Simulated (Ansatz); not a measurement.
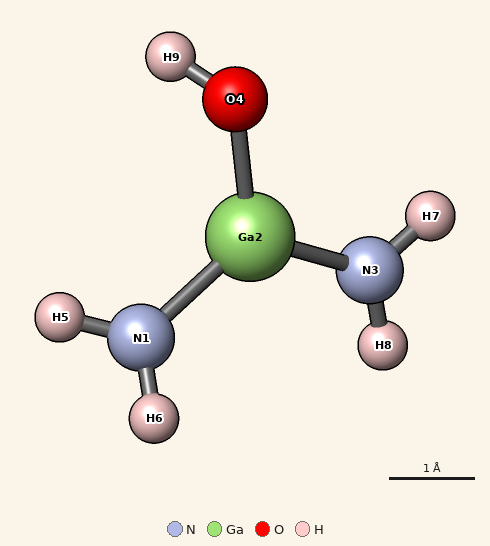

Figure 1. The input geometry of the first run (ball-and-stick view, seen at a tilt; atoms are numbered from 1 in the order of the input). Sticks mark near contacts.

# Two runs on GaN2H5O

System: GaN2H5O, SMILES [NH2][Ga]([NH2])[OH].
Method of the first run: RHF/def2-TZVP (Ansatz 0.2.0).

Text and figures count atoms from 1; the logs count them from 0 in places.

The input, the first run:
```yaml
crystal:
  periodic: [false, false, false]
  atoms:
    - { symbol: "N", position_ang: [0.023779, 1.619046, -0.739715] }
    - { symbol: Ga, position_ang: [0.247926, 0.004891, 0.048988] }
    - { symbol: "N", position_ang: [-0.581999, -1.507883, -0.521658] }
    - { symbol: O, position_ang: [1.345125, -0.040571, 1.444722] }
    - { symbol: H, position_ang: [0.769955, 2.259007, -0.878963] }
    - { symbol: H, position_ang: [-0.838101, 1.975033, -1.078432] }
    - { symbol: H, position_ang: [-0.47049, -2.400192, -0.101116] }
    - { symbol: H, position_ang: [-1.203826, -1.547435, -1.294611] }
    - { symbol: H, position_ang: [2.242012, 0.213704, 1.331851] }
basis:
  gaussian: { orbitals: def2-TZVP }
hamiltonian:
  xc: hf
output:
  forces: true
```

Command:
```bash
ansatz run input.yaml --threads 1 --pin off --max-ram 2560MiB --backend cpu --events-out ev --progress --plain --runs-dir out
```

Hardware: 1 thread of Arm Neoverse N1, 98 GiB of memory available, shared host.

Output (the first run):
```
Engine: ansatz 0.2.0, aarch64-unknown-linux-gnu
Functional definition: HF
  exchange = exact_x
  correlation = 0
1248 factors; their error is unknown
mean field evaluation 1: about -57411.0829 eV, gradient 5.8e1 eV
mean field evaluation 2: about -57414.9665 eV, gradient 3.6e1 eV
mean field evaluation 4: about -57417.1399 eV, gradient 1.8e0 eV
mean field evaluation 8: about -57418.0028 eV, gradient 8.5e-2 eV
mean field -57418.00276600 eV, -2110.0726823302 hartree, gradient 1.9e-5 eV, S^2 0.000000; 0 other end points of the search recorded, 0 dependent functions left out
the calculation of the forces begins
reference -57418.00276600 eV, -2110.0726823302 hartree; 29, 29 occupied and 142, 142 virtual orbitals, 1248 factors
Total energy: -57418.00276600 eV, -2110.0726823302 hartree
Atom 0 at     0.023779     1.619046    -0.739715 Å, force    -0.123095     0.179909    -0.237780 eV/Å
Atom 1 at     0.247926     0.004891     0.048988 Å, force    -0.064026    -0.182250    -0.010248 eV/Å
Atom 2 at    -0.581999    -1.507883    -0.521658 Å, force     0.033359     0.087889     0.140443 eV/Å
Atom 3 at     1.345125    -0.040571     1.444722 Å, force     0.190111    -0.371120    -0.025657 eV/Å
Atom 4 at     0.769955     2.259007    -0.878963 Å, force    -0.093353     0.135125     0.153395 eV/Å
Atom 5 at    -0.838101     1.975033    -1.078432 Å, force     0.053221    -0.017754    -0.196205 eV/Å
Atom 6 at    -0.470490    -2.400192    -0.101116 Å, force     0.000065     0.022651     0.080689 eV/Å
Atom 7 at    -1.203826    -1.547435    -1.294611 Å, force     0.007243     0.063509    -0.006330 eV/Å
Atom 8 at     2.242012     0.213704     1.331851 Å, force    -0.003525     0.082042     0.101692 eV/Å
Dipole moment:     0.008652     0.061505    -0.388165 e Å
```

The input of the second run differs as follows (lines with − go, lines with + come):
```diff
-    - { symbol: "N", position_ang: [-0.581999, -1.507883, -0.521658] }
-    - { symbol: O, position_ang: [1.345125, -0.040571, 1.444722] }
+    - { symbol: "N", position_ang: [-1.109583, -1.175022, 0.309511] }
+    - { symbol: O, position_ang: [1.898299, -0.389716, 0.572954] }
-    - { symbol: H, position_ang: [-0.47049, -2.400192, -0.101116] }
-    - { symbol: H, position_ang: [-1.203826, -1.547435, -1.294611] }
-    - { symbol: H, position_ang: [2.242012, 0.213704, 1.331851] }
+    - { symbol: H, position_ang: [-1.004269, -2.063364, 0.739933] }
+    - { symbol: H, position_ang: [-2.050938, -1.013768, 0.038333] }
+    - { symbol: H, position_ang: [2.062983, -1.216224, 0.987159] }
```

What does this change do to the results?

On the same kind of shared host the second run took about 350 times as long.

Output (the second run):
```
Engine: ansatz 0.2.0, aarch64-unknown-linux-gnu
Functional definition: HF
  exchange = exact_x
  correlation = 0
1248 factors; their error is unknown
mean field evaluation 1: about -57411.3287 eV, gradient 5.8e1 eV
mean field evaluation 2: about -57415.1890 eV, gradient 3.7e1 eV
mean field evaluation 4: about -57417.3676 eV, gradient 1.8e0 eV
mean field evaluation 8: about -57417.3731 eV, gradient 7.0e-2 eV
mean field evaluation 16: about -57412.2006 eV, gradient 5.8e1 eV
mean field -57418.22935623 eV, -2110.0810093679 hartree, gradient 1.8e-5 eV, S^2 0.000000; 0 other end points of the search recorded, 0 dependent functions left out
the calculation of the forces begins
reference -57418.22935623 eV, -2110.0810093679 hartree; 29, 29 occupied and 142, 142 virtual orbitals, 1248 factors
Total energy: -57418.22935623 eV, -2110.0810093679 hartree
Atom 0 at     0.023779     1.619046    -0.739715 Å, force    -0.000665    -0.000186    -0.000005 eV/Å
Atom 1 at     0.247926     0.004891     0.048988 Å, force     0.000061    -0.000728     0.000589 eV/Å
Atom 2 at    -1.109583    -1.175022     0.309511 Å, force    -0.000679     0.000012    -0.000032 eV/Å
Atom 3 at     1.898299    -0.389716     0.572954 Å, force     0.000220    -0.000153     0.000206 eV/Å
Atom 4 at     0.769955     2.259007    -0.878963 Å, force     0.000238     0.000695     0.000245 eV/Å
Atom 5 at    -0.838101     1.975033    -1.078432 Å, force     0.000377    -0.000337    -0.000534 eV/Å
Atom 6 at    -1.004269    -2.063364     0.739933 Å, force     0.000643     0.000059    -0.000005 eV/Å
Atom 7 at    -2.050938    -1.013768     0.038333 Å, force     0.000082     0.000423     0.000062 eV/Å
Atom 8 at     2.062983    -1.216224     0.987159 Å, force    -0.000277     0.000215    -0.000527 eV/Å
Dipole moment:    -0.366223    -0.173893     0.004717 e Å
```

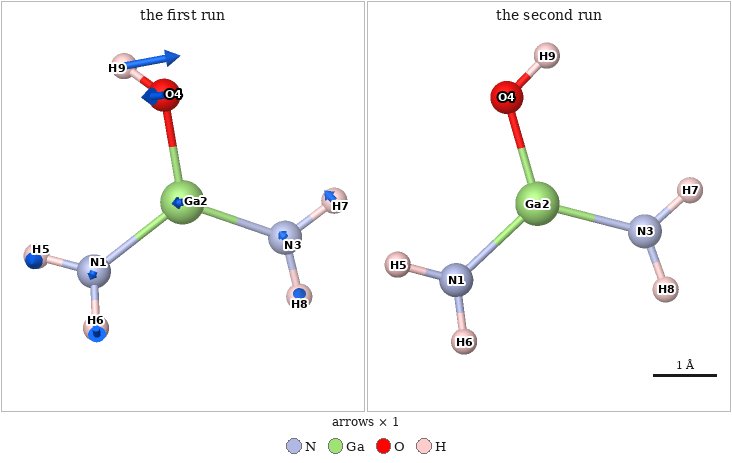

Figure 2. The two input geometries at one scale (ball-and-stick view, seen at a tilt). The blue arrows on the first give the shifts of the atoms after the best rigid fit, at true length. H9 moves most after the best rigid fit: 0.93 Å. Largest moves by element: H 0.93 Å, O 0.49 Å, Ga 0.20 Å, N 0.15 Å.

The two runs side by side:

| quantity | the first run | the second run |
| --- | --- | --- |
| outcome | converged | converged |
| total energy (hartree) | −2110.072682 | – |
| largest force (eV/Å) | 0.418 | – |
| basis functions | 171 | – |
| wall time (shared host) | 8.3 s | 48 min |
